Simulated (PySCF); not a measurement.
# H10Si4: the cost of one run

Programs: PySCF 2.14.0, with density-fitted response routines of our own. Each step states its level of theory. These are calculated values for one molecule, in the gas phase or a continuum, unless marked as measured. Atoms count from 0, in the outputs and in this text.

### Step 1. Starting geometry

14 atoms, charge 0, multiplicity 1; geometry from: GFN2-xTB. The atoms were then displaced at random by about 0.01 Å, so the start is not that level's minimum.

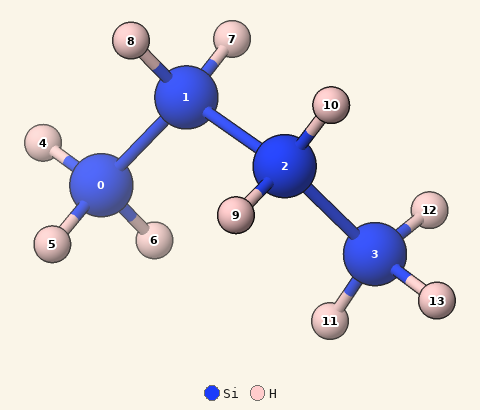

As it starts; silicon blue, hydrogen pink, atoms numbered; sticks join atoms by distance.

### Step 2. Relaxing the molecule at PBE0-D3(BJ)/def2-TZVP

What the job is given:

```
{"job": {"xc": "PBE0", "basis": "def2-TZVP", "d3": "d3bj", "grid": 2, "shake": 0.01, "kind": "geom"}, "charge": 0, "multiplicity": 1}
Si     2.170420     0.969010     0.889880
Si     1.270250    -0.874080    -0.170940
Si    -1.017950    -1.218330     0.173600
Si    -2.323610     0.551750    -0.439510
H      3.572610     1.218200     0.631040
H      1.985280     0.923410     2.338150
H      1.465980     2.210580     0.456370
H      1.528760    -0.754320    -1.624130
H      2.057650    -2.054950     0.219430
H     -1.212460    -1.515810     1.619940
H     -1.463930    -2.452680    -0.469540
H     -1.981230     1.772380     0.290500
H     -2.257930     0.866210    -1.872820
H     -3.800990     0.343570    -0.179160
```

Run with:

```bash
> OMP_NUM_THREADS=1 python probes_run.py task.json out
```

One launch serves the whole session: the jobs run in the order shown.

Q: Estimate the wall time and peak memory of this first job on 1 thread of Arm Neoverse V1, shared host.

About 2.1 min, with a peak of 0.98 GiB.
